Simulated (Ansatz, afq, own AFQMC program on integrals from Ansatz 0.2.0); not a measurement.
# AlSi+ (triplet): AFQMC on the coupled-cluster ladder, cc-pVTZ, part 2 of 2

Ansatz 0.2.0, Gaussian basis, and an in-house AFQMC program (afq) on its integrals; all values are calculated; cc-pVTZ, frozen cores. The steps go on from the part before.

## (12) CCSD(T) on UHF

in.yaml

```yaml
crystal:
  periodic: [false, false, false]
  atoms:
    - {symbol: Si, position_ang: [0.000000, 0.000000, 0.000000]}
    - {symbol: Al, position_ang: [0.000000, 0.000000, 2.397686]}
basis:
  gaussian: {orbitals: cc-pVTZ}
total_charge: 1
magnetization: {spin_polarized: true, initial_magnetization: 2}
correlation: {method: ccsd_t, electrons: outside_noble_gas, hamiltonian_folder: ham}
```

Command:

```
ansatz run in.yaml --threads 1 --pin off --events-out ev --progress --plain --max-ram 16896MiB --backend cuda --devices 0, --max-vram 18GiB
```

The program printed (excerpt; [...] marks lines left out):

```text
Functional definition: HF
  name "HF"
  cite "Fock, Z. Phys. 61, 126 (1930) doi:10.1007/BF01340294"
  parent pbe
[...]
429 factors; integrals over basis functions are off by at most 9.9e-4 eV
[...]
mean field -14436.60141529 eV, -530.5353165321 hartree, gradient 3.5e-6 eV, S^2 2.184474; 15 other end points of the search recorded, 0 dependent functions left out
determinant -14436.60141529 eV, -530.5353165321 hartree, with singles and doubles -14440.05890758 eV, -530.6623770299 hartree
determinant -14436.58457132 eV, -530.5346975275 hartree, with singles and doubles -14440.08286098 eV, -530.6632573014 hartree
determinant -14436.52841691 eV, -530.5326338909 hartree, with singles and doubles -14440.01881831 eV, -530.6609037766 hartree
determinant -14436.40924484 eV, -530.5282543983 hartree, with singles and doubles -14440.07032670 eV, -530.6627966752 hartree
[...]
determinant -14436.58457132 eV, -530.5346975275 hartree, with singles and doubles -14440.00725210 eV, -530.6604787261 hartree
determinant -14436.52841691 eV, -530.5326338909 hartree, with singles and doubles -14439.99424132 eV, -530.6600005887 hartree
determinant -14436.40924484 eV, -530.5282543983 hartree, with singles and doubles -14440.01411757 eV, -530.6607310275 hartree
[...]
10 core orbitals not correlated: weight in the atoms' cores, before any rotation towards them, 1.000 or more for the frozen orbitals, at most 0.000 for the correlated occupied ones
reference -14436.40924484 eV, -530.5282543981 hartree; 4, 2 occupied and 54, 56 virtual orbitals, 429 factors
second order -2.76265066 eV of doubles, -0.00000000 eV of singles
cycle   1  -3.60486927 eV  change    3.5e-6 eV  update   2.6e-5
cycle   2  -3.60487233 eV  change   -3.1e-6 eV  update   5.6e-6
perturbative correction -0.23287094 eV, -0.0085578490 hartree
Total energy: -14440.24698811 eV, -530.6692888620 hartree
```

It took 12 s on 1 × NVIDIA H100 80GB HBM3 with 1 thread of AMD EPYC 7R13 (Zen 3), shared host; peak host memory 1.6 GiB.

From the report: ⟨S²⟩ of the determinant 2.145 (pure triplet: 2.00); correlation -3.8377 eV; T1 0.104; largest double amplitude 0.14.

This run also writes the integrals to the folder ham.

## (13) CCSDT(Q) on UHF

in.yaml, as its differences from that of step 12:

```diff
@@ -9,2 +9,2 @@
 magnetization: {spin_polarized: true, initial_magnetization: 2}
-correlation: {method: ccsd_t, electrons: outside_noble_gas, hamiltonian_folder: ham}
+correlation: {method: ccsdt_q, electrons: outside_noble_gas}
```

The command is unchanged.

The program printed (excerpt; [...] marks lines left out):

```text
Functional definition: HF
  name "HF"
  cite "Fock, Z. Phys. 61, 126 (1930) doi:10.1007/BF01340294"
  parent pbe
[...]
775 factors; integrals over basis functions are off by at most 2.3e-7 eV
[...]
mean field -14436.60141777 eV, -530.5353166232 hartree, gradient 3.9e-6 eV, S^2 2.184475; 15 other end points of the search recorded, 0 dependent functions left out
determinant -14436.60141777 eV, -530.5353166232 hartree, with singles and doubles -14440.05891794 eV, -530.6623774107 hartree
determinant -14436.58457362 eV, -530.5346976121 hartree, with singles and doubles -14440.08287186 eV, -530.6632577012 hartree
determinant -14436.52842034 eV, -530.5326340170 hartree, with singles and doubles -14440.01882625 eV, -530.6609040682 hartree
determinant -14436.40924799 eV, -530.5282545138 hartree, with singles and doubles -14440.07033041 eV, -530.6627968114 hartree
[...]
determinant -14436.58457362 eV, -530.5346976121 hartree, with singles and doubles -14440.00725331 eV, -530.6604787706 hartree
determinant -14436.52842034 eV, -530.5326340170 hartree, with singles and doubles -14439.99424357 eV, -530.6600006714 hartree
determinant -14436.40924799 eV, -530.5282545138 hartree, with singles and doubles -14440.01411689 eV, -530.6607310025 hartree
10 core orbitals not correlated: weight in the atoms' cores, before any rotation towards them, 1.000 or more for the frozen orbitals, at most 0.000 for the correlated occupied ones
reference -14436.40924799 eV, -530.5282545139 hartree; 4, 2 occupied and 54, 56 virtual orbitals, 775 factors
second order -2.76265220 eV of doubles, -0.00000000 eV of singles
cycle   1  -3.24155920 eV  change   -4.8e-1 eV  update   9.9e-2
[...]
cycle  32  -3.90009537 eV  change   -1.9e-8 eV  update   7.3e-7
perturbative correction -0.02623454 eV, -0.0009641014 hartree
Total energy: -14440.33557789 eV, -530.6725444765 hartree
```

Wall time 12 s (1 × NVIDIA H100 80GB HBM3 with 1 thread of AMD EPYC 7R13 (Zen 3), shared host); peak host memory 1.6 GiB.

From the report: ⟨S²⟩ of the determinant 2.145 (pure triplet: 2.00); correlation -3.9263 eV; T1 0.183; largest double amplitude 0.18.

## (14) CCSD(T) on UHF

in.yaml

```yaml
crystal:
  periodic: [false, false, false]
  atoms:
    - {symbol: Si, position_ang: [0.000000, 0.000000, 0.000000]}
    - {symbol: Al, position_ang: [0.000000, 0.000000, 2.397686]}
basis:
  gaussian: {orbitals: def2-TZVPP}
total_charge: 1
magnetization: {spin_polarized: true, initial_magnetization: 2}
correlation: {method: ccsd_t, electrons: outside_noble_gas}
```

Launched as before.

The program printed (excerpt; [...] marks lines left out):

```text
Functional definition: HF
  name "HF"
  cite "Fock, Z. Phys. 61, 126 (1930) doi:10.1007/BF01340294"
  parent pbe
[...]
509 factors; integrals over basis functions are off by at most 9.8e-4 eV
[...]
mean field -14436.34419367 eV, -530.5258638119 hartree, gradient 3.2e-6 eV, S^2 2.192167; 16 other end points of the search recorded, 0 dependent functions left out
determinant -14436.34419367 eV, -530.5258638119 hartree, with singles and doubles -14439.79690383 eV, -530.6527485700 hartree
determinant -14436.32548569 eV, -530.5251763061 hartree, with singles and doubles -14439.82255773 eV, -530.6536913333 hartree
determinant -14436.26969441 eV, -530.5231260144 hartree, with singles and doubles -14439.75806680 eV, -530.6513213352 hartree
determinant -14436.14924362 eV, -530.5186995298 hartree, with singles and doubles -14439.81125079 eV, -530.6532758111 hartree
[...]
determinant -14436.32548569 eV, -530.5251763061 hartree, with singles and doubles -14439.74782944 eV, -530.6509451195 hartree
determinant -14436.26969441 eV, -530.5231260144 hartree, with singles and doubles -14439.73471377 eV, -530.6504631275 hartree
determinant -14436.14924362 eV, -530.5186995298 hartree, with singles and doubles -14439.75494626 eV, -530.6512066577 hartree
10 core orbitals not correlated: weight in the atoms' cores, before any rotation towards them, 1.000 or more for the frozen orbitals, at most 0.000 for the correlated occupied ones
reference -14436.14924363 eV, -530.5186995302 hartree; 4, 2 occupied and 70, 72 virtual orbitals, 509 factors
second order -2.76100498 eV of doubles, -0.00000000 eV of singles
cycle   1  -3.60574122 eV  change   -3.9e-5 eV  update   4.2e-5
[...]
cycle   6  -3.60570287 eV  change    8.4e-7 eV  update   1.6e-6
perturbative correction -0.23382494 eV, -0.0085929081 hartree
Total energy: -14439.98877144 eV, -530.6597995745 hartree
```

It took 16 s on 1 × NVIDIA H100 80GB HBM3 with 1 thread of AMD EPYC 7R13 (Zen 3), shared host; peak host memory 1.6 GiB.

From the report: ⟨S²⟩ of the determinant 2.144 (pure triplet: 2.00); correlation -3.8395 eV; T1 0.103; largest double amplitude 0.14.

## (15) CCSD(T) on UHF

in.yaml, as its differences from that of step 14:

```diff
@@ -6,3 +6,3 @@
 basis:
-  gaussian: {orbitals: def2-TZVPP}
+  gaussian: {orbitals: "def2-QZVPP.json"}
 total_charge: 1
```

Launched as before.

The program printed (excerpt; [...] marks lines left out):

```text
Functional definition: HF
  name "HF"
  cite "Fock, Z. Phys. 61, 126 (1930) doi:10.1007/BF01340294"
  parent pbe
[...]
826 factors; integrals over basis functions are off by at most 9.9e-4 eV
[...]
mean field -14436.73983434 eV, -530.5404033381 hartree, gradient 5.3e-6 eV, S^2 2.201243; 15 other end points of the search recorded, 0 dependent functions left out
determinant -14436.73983434 eV, -530.5404033381 hartree, with singles and doubles -14440.38912946 eV, -530.6745124602 hartree
determinant -14436.71917672 eV, -530.5396441846 hartree, with singles and doubles -14440.42339765 eV, -530.6757717932 hartree
determinant -14436.66368371 eV, -530.5376048541 hartree, with singles and doubles -14440.33481011 eV, -530.6725162610 hartree
determinant -14436.54181808 eV, -530.5331263750 hartree, with singles and doubles -14440.39910605 eV, -530.6748790931 hartree
[...]
determinant -14436.71917672 eV, -530.5396441846 hartree, with singles and doubles -14440.27520463 eV, -530.6703258001 hartree
determinant -14436.66368371 eV, -530.5376048541 hartree, with singles and doubles -14440.25113982 eV, -530.6694414347 hartree
determinant -14436.54181808 eV, -530.5331263750 hartree, with singles and doubles -14440.27318787 eV, -530.6702516855 hartree
10 core orbitals not correlated: weight in the atoms' cores, before any rotation towards them, 1.000 or more for the frozen orbitals, at most 0.000 for the correlated occupied ones
reference -14436.54181808 eV, -530.5331263751 hartree; 4, 2 occupied and 126, 128 virtual orbitals, 826 factors
second order -2.95216714 eV of doubles, -0.00000000 eV of singles
cycle   1  -3.73138771 eV  change   -1.8e-5 eV  update   2.1e-5
[...]
cycle   4  -3.73137028 eV  change    3.9e-6 eV  update   2.4e-6
perturbative correction -0.25636228 eV, -0.0094211401 hartree
Total energy: -14440.52955064 eV, -530.6796728437 hartree
```

Run time: 11 s. Hardware: 1 × NVIDIA H100 80GB HBM3 with 1 thread of AMD EPYC 7R13 (Zen 3), shared host; peak host memory 1.6 GiB.

From the report: ⟨S²⟩ of the determinant 2.149 (pure triplet: 2.00); correlation -3.9877 eV; T1 0.102; largest double amplitude 0.14.

## (16) Phaseless AFQMC, CISD trial on UHF

It reads the integrals that the CCSD(T) run on this determinant wrote.

Command:

```
afq ham --method phaseless --trial cisd --walkers 3200 --populations 20 --least-time 60 --time-step 0.005 --steps-per-block 50 --equilibration-blocks 28 --max-blocks 4000 --target-error 0.00015 --factor-cut 1e-05 --start spin_pure --seed 6978 --release-times 0.24,0.51,0.99,1.62,2.4 --release-step 0.03 --release-every 3 --taylor-order 6
```

The program printed:

```text
orbitals 58  electrons 4 2  factors 401 of 429
reference energy -530.52825440 Eh
CCSD correlation -0.13247658 Eh in 24 cycles, weight of the determinant in the CISD state 0.7668
energy of the start -530.657700 Eh
 block  time / (1/Eh)  mean weight  energy / Eh
     1     0.250  0.9999  -530.658165
     2     0.500  1.0000  -530.659494
     3     0.750  0.9997  -530.660915
     4     1.000  1.0000  -530.662260
     5     1.250  1.0000  -530.663477
     6     1.500  0.9999  -530.664487
     7     1.750  1.0001  -530.665385
     8     2.000  1.0001  -530.666167
     9     2.250  1.0001  -530.666906
    10     2.500  0.9998  -530.667484
    11     2.750  0.9999  -530.667897
    13     3.250  1.0000  -530.668092
    15     3.750  0.9999  -530.668600
    17     4.250  1.0002  -530.669407
    19     4.750  0.9999  -530.669129
    21     5.250  0.9999  -530.670064
    23     5.750  0.9999  -530.669551
    25     6.250  1.0000  -530.670354
    27     6.750  1.0000  -530.670327
    29     7.250  1.0001  -530.670833
    31     7.750  1.0001  -530.670848
    33     8.250  0.9997  -530.671102
    35     8.750  1.0000  -530.670769
    37     9.250  0.9998  -530.670385
    39     9.750  1.0002  -530.671166
    41    10.250  0.9999  -530.670504
    43    10.750  1.0000  -530.670297
    45    11.250  0.9999  -530.670068
    47    11.750  0.9999  -530.669811
    49    12.250  1.0000  -530.669932
    51    12.750  1.0004  -530.669833
    53    13.250  1.0001  -530.670846
    55    13.750  1.0000  -530.670077
    57    14.250  0.9999  -530.669768
    59    14.750  1.0001  -530.670357
    61    15.250  0.9998  -530.670141
    63    15.750  1.0002  -530.670317
    65    16.250  1.0003  -530.670122
    67    16.750  1.0000  -530.669633
    69    17.250  1.0001  -530.669639
    71    17.750  1.0001  -530.670140
    73    18.250  0.9999  -530.669815
    75    18.750  0.9999  -530.669804
    77    19.250  0.9998  -530.669220
    79    19.750  0.9999  -530.669881
    81    20.250  1.0001  -530.670008
    83    20.750  1.0001  -530.670136
    85    21.250  0.9999  -530.669752
    87    21.750  1.0000  -530.670497
    89    22.250  1.0000  -530.670011
    91    22.750  0.9998  -530.670130
    93    23.250  0.9999  -530.671118
    95    23.750  1.0000  -530.669390
    97    24.250  0.9995  -530.669209
error from the spread of 20 populations
released: time / (1/Eh)  energy / Eh  error  mean overlap
  0.24  -530.670438  0.000129  0.9977
  0.51  -530.670636  0.000128  0.9974
  0.99  -530.670885  0.000126  1.0001
  1.62  -530.671157  0.000225  1.0004
  2.40  -530.670999  0.000123  1.0045
energy -530.670196 +/- 0.000129 Eh
```

Wall time 52 s (1 × NVIDIA H100 80GB HBM3 with 2 threads of AMD EPYC 7R13 (Zen 3), shared host); peak host memory 1.6 GiB.

Energy -14440.2717 ± 0.0035 eV. Caveats: constraint bias not in the error.

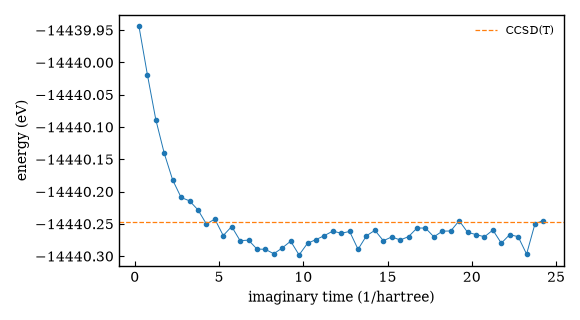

Block energies along the walk.

## (17) Phaseless AFQMC, single-determinant trial on UHF

It reads the integrals that the CCSD(T) run on this determinant wrote.

Command:

```
afq ham --method phaseless --trial hf --walkers 3200 --populations 20 --least-time 40 --time-step 0.005 --steps-per-block 20 --equilibration-blocks 112 --max-blocks 4000 --target-error 0.0007499999999999999 --factor-cut 1e-05 --start spin_pure --seed 4183 --taylor-order 6
```

The program printed:

```text
orbitals 58  electrons 4 2  factors 401 of 429
reference energy -530.52825440 Eh
CCSD correlation -0.13247658 Eh in 24 cycles, weight of the determinant in the CISD state 0.7668
energy of the start -530.530356 Eh
 block  time / (1/Eh)  mean weight  energy / Eh
     1     0.100  1.0002  -530.546299
     2     0.200  1.0004  -530.559319
     3     0.300  1.0005  -530.570308
     4     0.400  1.0005  -530.580565
     5     0.500  1.0004  -530.589550
     6     0.600  1.0003  -530.596472
     7     0.700  1.0006  -530.603239
     8     0.800  1.0004  -530.609066
     9     0.900  1.0001  -530.614470
    10     1.000  1.0002  -530.618849
    13     1.300  1.0001  -530.629830
    19     1.900  1.0002  -530.644556
    25     2.500  0.9999  -530.650684
    31     3.100  0.9997  -530.655240
    37     3.700  1.0002  -530.658095
    43     4.300  0.9999  -530.658896
    49     4.900  0.9999  -530.662711
    55     5.500  0.9997  -530.662782
    61     6.100  1.0000  -530.662694
    67     6.700  1.0000  -530.660337
    73     7.300  1.0001  -530.662351
    79     7.900  1.0002  -530.665617
    85     8.500  1.0001  -530.666206
    91     9.100  1.0001  -530.664116
    97     9.700  1.0001  -530.668825
   103    10.300  1.0000  -530.668634
   109    10.900  0.9999  -530.665995
   115    11.500  0.9999  -530.664380
   121    12.100  0.9997  -530.664782
   127    12.700  1.0001  -530.668680
   133    13.300  0.9999  -530.666164
   139    13.900  1.0002  -530.664807
   145    14.500  1.0001  -530.663158
   151    15.100  1.0001  -530.663333
   157    15.700  0.9998  -530.661940
   163    16.300  0.9999  -530.664604
   169    16.900  1.0000  -530.661847
   175    17.500  1.0002  -530.662883
   181    18.100  0.9999  -530.663911
   187    18.700  0.9999  -530.664157
   193    19.300  0.9999  -530.664797
   199    19.900  1.0000  -530.665331
   205    20.500  1.0002  -530.665472
   211    21.100  1.0004  -530.666919
   217    21.700  0.9999  -530.664680
   223    22.300  0.9999  -530.663904
   229    22.900  0.9998  -530.662808
   235    23.500  0.9995  -530.662035
   241    24.100  1.0001  -530.664538
error from the spread of 20 populations
energy -530.664316 +/- 0.000732 Eh
```

Wall time 24 s (1 × NVIDIA H100 80GB HBM3 with 2 threads of AMD EPYC 7R13 (Zen 3), shared host); peak host memory 1.6 GiB.

Energy -14440.1117 ± 0.0199 eV. Caveats: constraint bias not in the error.

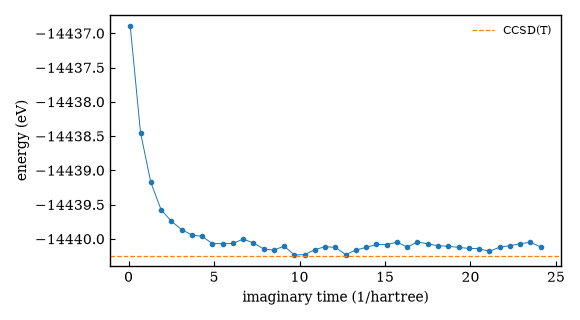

Block energies along the walk.

## (18) Free-projection AFQMC, CISD trial on UHF

It reads the integrals that the CCSD(T) run on this determinant wrote.

Command:

```
afq ham --method free --trial cisd --walkers 3200 --time-step 0.03 --max-blocks 4000 --target-error 0.0003 --factor-cut 1e-05 --seed 7921 --times 0,0.3,0.6,1.2,1.8,2.4,3.6,4.8,6 --taylor-order 8
```

The program printed:

```text
orbitals 58  electrons 4 2  factors 401 of 429
reference energy -530.52825440 Eh
CCSD correlation -0.13247658 Eh in 24 cycles, weight of the determinant in the CISD state 0.7668
repeat  energy at the last time / Eh  error
    10  -530.671524  0.000314
    20  -530.671462  0.000167
    30  -530.671659  0.000154
time / (1/Eh)  energy / Eh  error  mean overlap
  0.00  -530.660734  0.000024  1.3040
  0.30  -530.664505  0.000041  1.3045
  0.60  -530.666629  0.000043  1.3054
  1.20  -530.668820  0.000047  1.3113
  1.80  -530.669920  0.000059  1.3139
  2.40  -530.670491  0.000073  1.3203
  3.60  -530.671112  0.000115  1.3329
  4.80  -530.671406  0.000121  1.3481
  6.00  -530.671599  0.000160  1.3663
energy -530.671599 +/- 0.000160 Eh
```

Run time: 45 s. Hardware: 1 × NVIDIA H100 80GB HBM3 with 2 threads of AMD EPYC 7R13 (Zen 3), shared host; peak host memory 1.6 GiB.

Energy -14440.3098 ± 0.0044 eV. The run doesn't count as converged. Caveats: remainder of the start not in the error; start not forgotten; start is not spin pure.

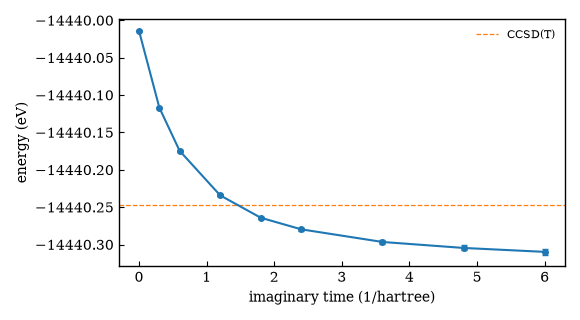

Energy against projection time, with error bars.

## (19) AFQMC on the ladder

On the ROHF determinant, counted from CCSDT(Q) (a yardstick, not exact):

```csv
level,energy (eV),from CCSDT(Q) (kJ/mol),statistical error (kJ/mol),time
HF,-14436.1948,+398.9,,
MP2,-14439.3145,+97.9,,
CCSD,-14440.0134,+30.5,,
CCSD(T),-14440.2578,+6.9,,
CCSDT(Q),-14440.3296,0.0,,
"Phaseless AFQMC, CISD trial, step 0.005, 3200 walkers",-14440.2750,+5.3,0.4,74 s
"Phaseless AFQMC, single-determinant trial, step 0.005, 3200 walkers",-14440.1040,+21.8,2.0,22 s
```

On the UHF determinant, counted from CCSDT(Q) (a yardstick, not exact):

```csv
level,energy (eV),from CCSDT(Q) (kJ/mol),statistical error (kJ/mol),time
HF,-14436.4092,+378.8,,
MP2,-14439.1719,+112.3,,
CCSD,-14440.0141,+31.0,,
CCSD(T),-14440.2470,+8.5,,
CCSDT(Q),-14440.3356,0.0,,
"Phaseless AFQMC, CISD trial, step 0.005, 3200 walkers",-14440.2717,+6.2,0.3,52 s
"Phaseless AFQMC, single-determinant trial, step 0.005, 3200 walkers",-14440.1117,+21.6,1.9,24 s
```

The functionals' totals stand on their own zeros and serve differences with other points: PBE -14456.737 eV; r2SCAN -14462.715 eV; PBE0 -14457.874 eV; B3LYP -14465.353 eV; wB97M-V -14463.474 eV; B2PLYP -14457.867 eV.

## (20) Outcome

This closing draws on all 2 parts.

```
                                                       quantity               value
                                  CCSD(T) on ROHF from CCSDT(Q)         +6.9 kJ/mol
              Phaseless AFQMC, CISD trial on ROHF from CCSDT(Q)   +5.3 ± 0.4 kJ/mol
Phaseless AFQMC, single-determinant trial on ROHF from CCSDT(Q)  +21.8 ± 2.0 kJ/mol
                                   CCSD(T) on UHF from CCSDT(Q)         +8.5 kJ/mol
               Phaseless AFQMC, CISD trial on UHF from CCSDT(Q)   +6.2 ± 0.3 kJ/mol
 Phaseless AFQMC, single-determinant trial on UHF from CCSDT(Q)  +21.6 ± 1.9 kJ/mol
```

In words: On ROHF the phaseless walk with the CISD trial lies +5.3 kJ/mol from CCSDT(Q), 13 times its error bar. A single-determinant trial moves the result by +16.5 kJ/mol. On UHF the phaseless walk with the CISD trial lies +6.2 kJ/mol from CCSDT(Q), 18 times its error bar. A single-determinant trial moves the result by +15.4 kJ/mol. Error bars are statistical and leave out the constraint, the time step and what remains of the start.
